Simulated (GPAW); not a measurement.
Two runs for the Pd L₃ edge of atom 1 in BePd (Pm-3m). Run A: GPAW, LDA, excited-electron core hole (neutral cell), 24-atom cell with 6.9 Å between holes, 3×3×3 k points, dipole transitions, Gaussian full width 2.25 eV up to 4 eV, rising linearly to 3.5 eV at 25 eV. Run B differs in one choice.

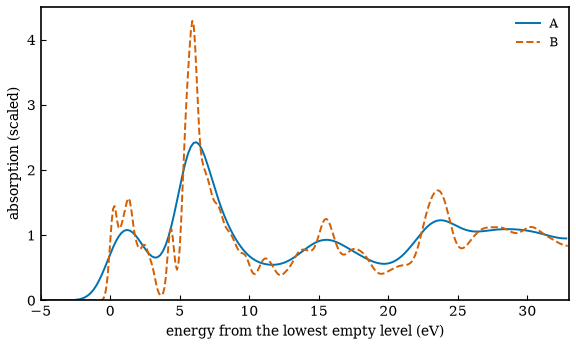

Energy from the lowest empty level; intensity scaled to a mean of 1 over the first 20 eV.

**Question.** What was changed?
a) the k mesh of the field
b) the size of the supercell
c) the broadening
d) the plane-wave cutoff

(c): run B changes the broadening from Gaussian full width 2.25 eV up to 4 eV, rising linearly to 3.5 eV at 25 eV to Gaussian full width 0.5 eV up to 4 eV, rising linearly to 1.5 eV at 25 eV. The scaled spectrum changes by 32 % r.m.s. The highest intensity below 24 eV goes from 6.2 eV (2.43) to 5.9 eV (4.29). Other settings could leave a like mark; this is the one that was changed.

[Hosts, paths, dates, database ids (printed as entryN), source tags and the programs' standing remarks are cut or masked in the printed files.]

[Lists of maxima count a maximum above −3 eV only where it reaches 4 % of the highest in the window and stands out from its surroundings by 2 % of it (1.5 % where it reaches 55 %); shoulders and weaker maxima are passed over, and of the rest the first, up to two pre-edge ones and the few strongest are named.]
